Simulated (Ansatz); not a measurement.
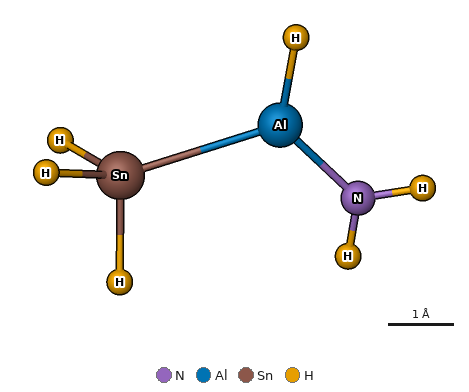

Figure 1. The structure as given in the input (ball-and-stick view, seen at a tilt). Sticks mark near contacts. Bond lengths as drawn: Al–H 1.54 Å, Al–N 1.77 Å, Al–Sn 2.62 Å, H–N 1.01 to 1.02 Å and H–Sn 1.68 to 1.69 Å.

Geometry relaxation, with input and output: AlSnNH6 (part 1 of 2)

AlSnNH6, SMILES [NH2][AlH][SnH3], computed with RKS PBE-D4/def2-SVP (Ansatz 0.2.0).

It belongs to a series of runs on one base structure; here: end point B relaxed.

## Log
```
The last accepted step is kept in [file] (removed where the run ends without a failure and the disk answers)
Engine: ansatz 0.2.0, aarch64-unknown-linux-gnu
Functional definition: PBE
  parameter kappa = 0.804
  parameter beta = 0.06672455060314922
  exchange = pbe_x(kappa = kappa, mu = beta*pi^2/3)
  correlation = pbe_c(beta = beta)
1004 factors; their error is unknown
mean field evaluation 1: about -13997.5051 eV, gradient 6.5e1 eV
mean field evaluation 2: about -13946.7164 eV, gradient 1.3e2 eV
mean field evaluation 4: about -14006.7161 eV, gradient 6.7e0 eV
mean field evaluation 8: about -14006.9343 eV, gradient 1.2e-1 eV
mean field evaluation 16: about -14006.9012 eV, gradient 5.3e-5 eV
mean field -14006.90120162 eV, -514.7441249410 hartree, gradient 5.3e-5 eV, S^2 0.000000; 0 other end points of the search recorded, 0 dependent functions left out
the calculation of the forces begins
reference -14006.90124776 eV, -514.7441266367 hartree; 24, 24 occupied and 64, 64 virtual orbitals, 1004 factors
relax step   1: F+E_penalty+E_count = -14007.05927202 eV  Δ(F+E_penalty+E_count) = +0.000e0 eV  max|allowed force component| = 8.459e-1 eV/Å  Δτ_max = 0.0000 Å  (25 SCF iters, accepted)
these checks for a lower state are left out or cut short: starts, cluster_reference, orbital_swaps, neighbouring_geometries, increment
1004 factors; their error is unknown
mean field -14007.08748751 eV, -514.7509708213 hartree, gradient 2.3e-5 eV, S^2 0.000000; 0 other end points of the search recorded, 0 dependent functions left out
[... from here on the field's lines of each further geometry are left out, up to the last ...]
relax step   2: F+E_penalty+E_count = -14007.24336603 eV  Δ(F+E_penalty+E_count) = -1.841e-1 eV  max|allowed force component| = 5.460e-1 eV/Å  Δτ_max = 0.1988 Å  (26 SCF iters, accepted)
relax step   3: F+E_penalty+E_count = -14007.28534369 eV  Δ(F+E_penalty+E_count) = -4.198e-2 eV  max|allowed force component| = 2.029e-1 eV/Å  Δτ_max = 0.0912 Å  (26 SCF iters, accepted)
relax step   4: F+E_penalty+E_count = -14007.28507963 eV  Δ(F+E_penalty+E_count) = +2.641e-4 eV  max|allowed force component| = 3.021e-1 eV/Å  Δτ_max = 0.0290 Å  (27 SCF iters, rejected (line search))
relax step   5: F+E_penalty+E_count = -14007.28906648 eV  Δ(F+E_penalty+E_count) = -3.723e-3 eV  max|allowed force component| = 3.262e-2 eV/Å  Δτ_max = 0.0142 Å  (27 SCF iters, accepted)
relax step   6: F+E_penalty+E_count = -14007.28507792 eV  Δ(F+E_penalty+E_count) = +3.989e-3 eV  max|allowed force component| = 6.305e-2 eV/Å  Δτ_max = 0.1000 Å  (26 SCF iters, rejected (line search))
relax step   7: F+E_penalty+E_count = -14007.29118628 eV  Δ(F+E_penalty+E_count) = -2.120e-3 eV  max|allowed force component| = 1.135e-2 eV/Å  Δτ_max = 0.0499 Å  (27 SCF iters, accepted)
relax step   8: F+E_penalty+E_count = -14007.29153612 eV  Δ(F+E_penalty+E_count) = -3.498e-4 eV  max|allowed force component| = 2.959e-2 eV/Å  Δτ_max = 0.0303 Å  (27 SCF iters, accepted)
relax step   9: F+E_penalty+E_count = -14007.29159813 eV  Δ(F+E_penalty+E_count) = -6.201e-5 eV  max|allowed force component| = 3.205e-2 eV/Å  Δτ_max = 0.0163 Å  (27 SCF iters, accepted)
relax step  10: F+E_penalty+E_count = -14007.29181201 eV  Δ(F+E_penalty+E_count) = -2.139e-4 eV  max|allowed force component| = 9.300e-3 eV/Å  Δτ_max = 0.0188 Å  (27 SCF iters, accepted)
relax step  11: F+E_penalty+E_count = -14007.29194945 eV  Δ(F+E_penalty+E_count) = -1.374e-4 eV  max|allowed force component| = 2.798e-2 eV/Å  Δτ_max = 0.0282 Å  (26 SCF iters, accepted)
relax step  12: F+E_penalty+E_count = -14007.29204683 eV  Δ(F+E_penalty+E_count) = -9.738e-5 eV  max|allowed force component| = 3.091e-2 eV/Å  Δτ_max = 0.0325 Å  (27 SCF iters, accepted)
relax step  13: F+E_penalty+E_count = -14007.29212840 eV  Δ(F+E_penalty+E_count) = -8.156e-5 eV  max|allowed force component| = 3.111e-2 eV/Å  Δτ_max = 0.0359 Å  (27 SCF iters, accepted)
relax step  14: F+E_penalty+E_count = -14007.29227708 eV  Δ(F+E_penalty+E_count) = -1.487e-4 eV  max|allowed force component| = 2.323e-2 eV/Å  Δτ_max = 0.0109 Å  (27 SCF iters, accepted)
relax step  15: F+E_penalty+E_count = -14007.29242975 eV  Δ(F+E_penalty+E_count) = -1.527e-4 eV  max|allowed force component| = 4.068e-2 eV/Å  Δτ_max = 0.0293 Å  (27 SCF iters, accepted)
relax step  16: F+E_penalty+E_count = -14007.29253411 eV  Δ(F+E_penalty+E_count) = -1.044e-4 eV  max|allowed force component| = 5.407e-2 eV/Å  Δτ_max = 0.0234 Å  (27 SCF iters, accepted)
relax step  17: F+E_penalty+E_count = -14007.29259679 eV  Δ(F+E_penalty+E_count) = -6.268e-5 eV  max|allowed force component| = 4.117e-2 eV/Å  Δτ_max = 0.0102 Å  (27 SCF iters, accepted)
relax step  18: F+E_penalty+E_count = -14007.29264207 eV  Δ(F+E_penalty+E_count) = -4.528e-5 eV  max|allowed force component| = 3.134e-2 eV/Å  Δτ_max = 0.0099 Å  (21 SCF iters, accepted)
relax step  19: F+E_penalty+E_count = -14007.29269740 eV  Δ(F+E_penalty+E_count) = -5.533e-5 eV  max|allowed force component| = 1.774e-2 eV/Å  Δτ_max = 0.0207 Å  (27 SCF iters, accepted)
relax step  20: F+E_penalty+E_count = -14007.29271703 eV  Δ(F+E_penalty+E_count) = -1.962e-5 eV  max|allowed force component| = 1.415e-2 eV/Å  Δτ_max = 0.0108 Å  (21 SCF iters, accepted)
relax step  21: F+E_penalty+E_count = -14007.29265185 eV  Δ(F+E_penalty+E_count) = +6.518e-5 eV  max|allowed force component| = 2.147e-2 eV/Å  Δτ_max = 0.0301 Å  (27 SCF iters, rejected (line search))
the calculation of the forces begins
reference -14007.13832891 eV, -514.7528392080 hartree; 24, 24 occupied and 64, 64 virtual orbitals, 1004 factors
relax step  22: F+E_penalty+E_count = -14007.29273793 eV  Δ(F+E_penalty+E_count) = -2.091e-5 eV  max|allowed force component| = 6.081e-3 eV/Å  Δτ_max = 0.0117 Å  (21 SCF iters, accepted)
```

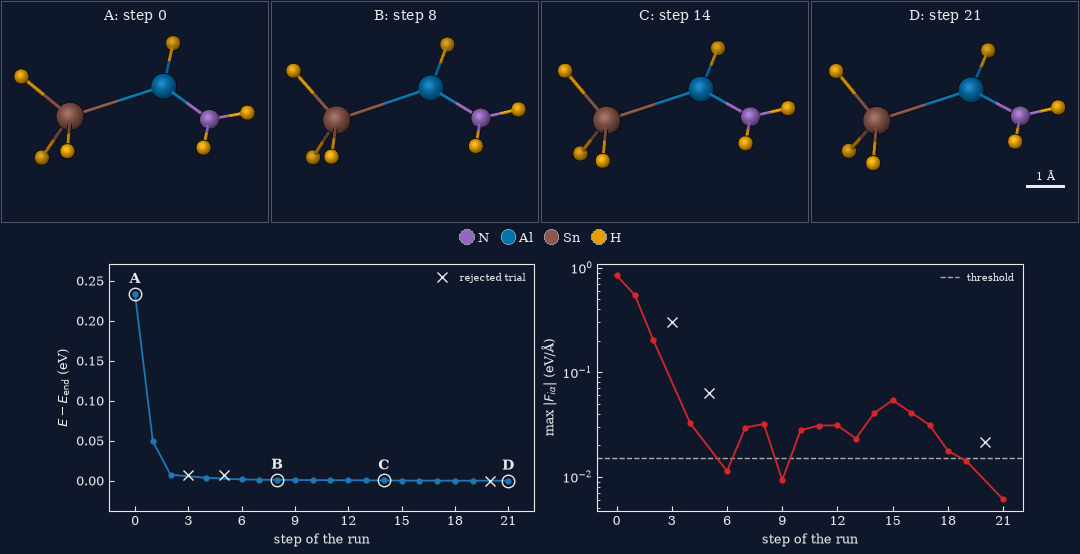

Figure 2. Frames of the relaxation (ball-and-stick view, seen at a tilt) above the curves, on which the letters mark them (the first geometry is step 0 here and step 1 in the log).

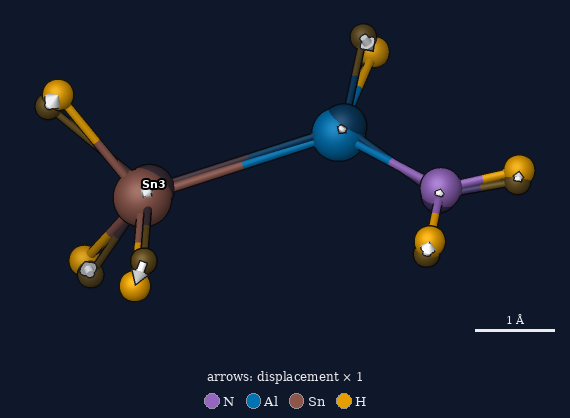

Figure 3. Start (faint) and end (solid) with the displacements as white arrows, at true length (ball-and-stick view, seen at a tilt). The two geometries are laid on each other by the best rigid fit. After 21 geometry steps the energy has fallen by 0.233 eV. The largest force component goes from 0.85 to 0.0061 eV/Å. The line search rejected the trial steps at points 3, 5, 20 (counted from 0) and went back. The atom that moves furthest after the best rigid fit is H8 (0.33 Å). Largest moves by element: H 0.33 Å, Sn 0.16 Å, Al 0.12 Å, N 0.10 Å. Among the contacts that change: Al2–H6 1.535 → 1.599 Å, Sn3–H7 1.681 → 1.734 Å, Sn3–H8 1.689 → 1.736 Å, Al2–Sn3 2.619 → 2.659 Å. Among the angles that change: N1–Al2–H6 127.6° → 116.9°, Al2–Sn3–H7 123.5° → 113.1°, Al2–Sn3–H9 121.3° → 113.0°. (Atoms are counted from 1 in the order of the input.)

```
1004 factors; their error is unknown
mean field -14007.13828227 eV, -514.7528374942 hartree, gradient 1.6e-5 eV, S^2 0.000000; 1 other end points of the search recorded, 0 dependent functions left out
the calculation of the forces begins
reference -14007.13832891 eV, -514.7528392080 hartree; 24, 24 occupied and 64, 64 virtual orbitals, 1004 factors
Total energy: -14007.29278457 eV, -514.7585153488 hartree
Atom 0 at    -1.242823     0.917814    -1.321030 Å, force     0.001637     0.002218    -0.000379 eV/Å
Atom 1 at     0.294197     1.163512    -0.444013 Å, force    -0.004546     0.000957    -0.003025 eV/Å
Atom 2 at     1.411523     3.571430    -0.604707 Å, force     0.000742    -0.001537     0.000103 eV/Å
Atom 3 at    -1.772432     0.041646    -1.340664 Å, force     0.004642     0.006081     0.000866 eV/Å
Atom 4 at    -1.726204     1.626833    -1.878280 Å, force    -0.002752    -0.004463     0.000489 eV/Å
Atom 5 at     0.872876    -0.087937     0.366688 Å, force     0.001310    -0.003977     0.002176 eV/Å
Atom 6 at     1.621891     4.328290     0.941629 Å, force    -0.000334     0.000214    -0.000385 eV/Å
Atom 7 at     0.477128     4.683203    -1.555699 Å, force    -0.000008     0.000055    -0.000141 eV/Å
Atom 8 at     2.989635     3.540958    -1.324016 Å, force    -0.000691     0.000452     0.000297 eV/Å
Dipole moment:    -0.379838    -0.224156    -0.158230 e Å
```

## Trajectory as extended XYZ (Å, eV, eV/Å), 22 frames, from step=1 to step=22
```
9
Properties=species:S:1:pos:R:3:forces:R:3 step=1 energy=-14007.05927
N    -1.1933    0.9392   -1.4072   -0.1561  -0.3606   0.0452
Al    0.2173    1.1099   -0.3589    0.3114   0.8350  -0.1961
Sn    1.4196    3.4304   -0.5274   -0.2259  -0.0998  -0.1068
H    -1.7635    0.1005   -1.4718   -0.1777  -0.3710   0.0397
H    -1.5866    1.6245   -2.0420    0.0046   0.4398  -0.2015
H     0.7952    0.0679    0.6095    0.0558  -0.8459   0.4568
H     1.8643    4.3453    0.8111    0.1361   0.1637   0.7941
H     0.3848    4.5281   -1.2880   -0.5856   0.4358  -0.3760
H     2.7880    3.6400   -1.4853    0.6375  -0.1970  -0.4553
9
Properties=species:S:1:pos:R:3:forces:R:3 step=2 energy=-14007.24337
N    -1.1578    0.9461   -1.3845   -0.2821  -0.2785  -0.0957
Al    0.2706    1.1289   -0.3462    0.2838   0.5460   0.0061
Sn    1.3978    3.5627   -0.5908    0.1464  -0.0384   0.1123
H    -1.7385    0.1053   -1.4390   -0.0107  -0.0856   0.0264
H    -1.5446    1.6431   -2.0230    0.0696   0.1432  -0.0102
H     0.7415   -0.0445    0.6126   -0.0221  -0.1721   0.0439
H     1.8355    4.2839    0.9701   -0.0970  -0.1179  -0.4513
H     0.2502    4.6375   -1.3852    0.2618  -0.0942   0.1299
H     2.8711    3.5228   -1.5742   -0.3496   0.0974   0.2384
9
Properties=species:S:1:pos:R:3:forces:R:3 step=3 energy=-14007.28534
N    -1.1817    0.9094   -1.3927   -0.2029  -0.0745  -0.1028
Al    0.2499    1.1764   -0.3670    0.1294   0.0221   0.0767
Sn    1.4205    3.5518   -0.5714   -0.0063   0.1394  -0.0483
H    -1.7306    0.0441   -1.4271    0.0607   0.0084   0.0466
H    -1.6069    1.5921   -2.0256    0.0594   0.0430   0.0097
H     0.7156   -0.0212    0.5816   -0.0107  -0.0434   0.0016
H     1.8590    4.3014    0.9366   -0.0262  -0.0614  -0.0667
H     0.3317    4.6657   -1.3556    0.0644  -0.0087   0.0290
H     2.8683    3.5660   -1.5388   -0.0679  -0.0248   0.0542
9
Properties=species:S:1:pos:R:3:forces:R:3 step=4 energy=-14007.28508 accepted=F
N    -1.1894    0.9096   -1.4011    0.3021   0.0742   0.2266
Al    0.2475    1.1759   -0.3695    0.0073   0.0382  -0.0335
Sn    1.4148    3.5527   -0.5731    0.0283   0.1449  -0.0362
H    -1.7219    0.0417   -1.3996   -0.1815  -0.1749  -0.0702
H    -1.6018    1.5888   -2.0394   -0.0874   0.0637  -0.1006
H     0.7146   -0.0240    0.5757   -0.0199  -0.0394   0.0025
H     1.8571    4.2957    0.9377   -0.0272  -0.0643  -0.0683
H     0.3396    4.6812   -1.3530    0.0486  -0.0164   0.0240
H     2.8654    3.5643   -1.5377   -0.0702  -0.0259   0.0556
9
Properties=species:S:1:pos:R:3:forces:R:3 step=5 energy=-14007.28907
N    -1.1857    0.9108   -1.3888   -0.0240  -0.0313  -0.0051
Al    0.2550    1.1759   -0.3661    0.0202   0.0174   0.0103
Sn    1.4149    3.5595   -0.5768   -0.0202   0.0326  -0.0194
H    -1.7251    0.0408   -1.4212    0.0084   0.0051   0.0128
H    -1.6014    1.5938   -2.0272    0.0213   0.0114   0.0046
H     0.7122   -0.0294    0.5795   -0.0018  -0.0179  -0.0062
H     1.8550    4.2940    0.9316   -0.0107  -0.0230  -0.0081
H     0.3380    4.6783   -1.3569    0.0202   0.0221   0.0000
H     2.8627    3.5620   -1.5343   -0.0132  -0.0165   0.0112
9
Properties=species:S:1:pos:R:3:forces:R:3 step=6 energy=-14007.28508 accepted=F
N    -1.1847    0.9012   -1.3878   -0.0467  -0.0385  -0.0007
Al    0.2651    1.1742   -0.3799   -0.0158   0.0110  -0.0100
Sn    1.3970    3.5719   -0.5822    0.0254  -0.0001  -0.0308
H    -1.7785    0.0668   -1.3407    0.0628   0.0210  -0.0568
H    -1.5575    1.5534   -2.0833   -0.0245  -0.0005   0.0631
H     0.7366   -0.0380    0.5518   -0.0101   0.0194   0.0211
H     1.8337    4.2714    0.9422   -0.0006  -0.0084   0.0071
H     0.3598    4.7300   -1.3564   -0.0026  -0.0102   0.0021
H     2.8542    3.5549   -1.5237    0.0122   0.0064   0.0050
9
Properties=species:S:1:pos:R:3:forces:R:3 step=7 energy=-14007.29119
N    -1.1907    0.9029   -1.3834    0.0007   0.0034   0.0003
Al    0.2561    1.1815   -0.3730   -0.0053  -0.0056   0.0009
Sn    1.4035    3.5694   -0.5863    0.0032   0.0113  -0.0014
H    -1.7287    0.0324   -1.4070   -0.0057  -0.0113   0.0013
H    -1.6091    1.5842   -2.0219    0.0026  -0.0008   0.0028
H     0.7293   -0.0259    0.5641    0.0026   0.0027  -0.0057
H     1.8350    4.2754    0.9371   -0.0023  -0.0017   0.0011
H     0.3644    4.7185   -1.3704    0.0048   0.0061  -0.0019
H     2.8661    3.5473   -1.5193   -0.0007  -0.0042   0.0026
```
